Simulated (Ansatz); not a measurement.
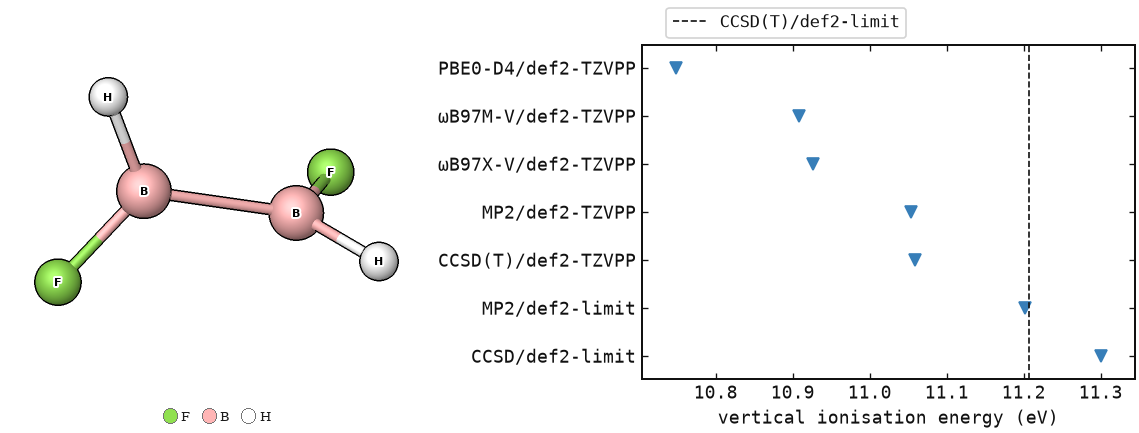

Vertical ionisation energy of B₂H₂F₂, SMILES FBBF, taken as the energy of the cation less that of the neutral at fixed geometry (unrestricted doublet cation, cores frozen in correlated methods, no spin-orbit coupling), the Ansatz code 0.2.0, at a PBE0-D4/def2-TZVP geometry (a minimum by its frequencies). Limit means an estimate of the basis limit from triple and quadruple zeta; for coupled cluster it is either extrapolated directly or built as the MP2 limit plus the step from MP2 in triple zeta. The distance of MP2/def2-TZVPP and CCSD(T)/def2-TZVPP to the limit includes basis error.

Q: What range do the values span, the line included?

A: From 10.75 eV (PBE0-D4/def2-TZVPP) to 11.30 eV (CCSD/def2-limit).

Q: Which level comes closest to the line (CCSD(T)/def2-limit), and which misses most?

A: Closest MP2/def2-limit (11.20 eV), against 11.21 eV; farthest PBE0-D4/def2-TZVPP (10.75 eV).

Caveats, for all or some of the runs: one conformer of a flexible molecule.
